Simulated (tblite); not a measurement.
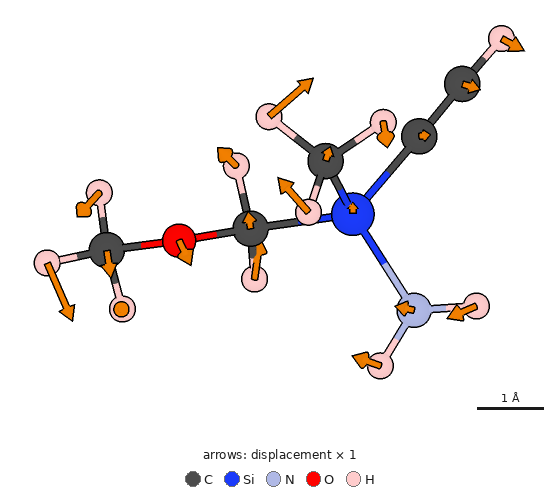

This is a relaxation of C₅H₁₁NOSi. The starting structure is drawn; orange arrows show the displacements, at their true length. The two geometries are superimposed by the best rigid fit.

The picture is a ball-and-stick view, seen from a free direction.

Method: GFN2-xTB geometry optimisation, gas phase in tblite 0.8.0. 

> What happened in the run?

The atom that moves furthest after the best rigid fit is an H atom (1.00 Å). Largest moves by element: H 1.00 Å, O 0.49 Å, C 0.46 Å, N 0.33 Å, Si 0.20 Å. Among the contacts that change: C–Si 1.845 → 1.911 Å, C–Si 1.817 → 1.861 Å, C–H 1.140 → 1.098 Å, N–Si 1.758 → 1.726 Å. Among the angles between lasting bonds that change: N–Si–C 113.8° → 105.2°, H–N–H 118.9° → 110.6°, C–O–C 104.9° → 113.1°. Groups turn about C–Si by about 35°, C–Si by about 30°. The energy falls by 11.8 kcal/mol in 156 geometry steps.
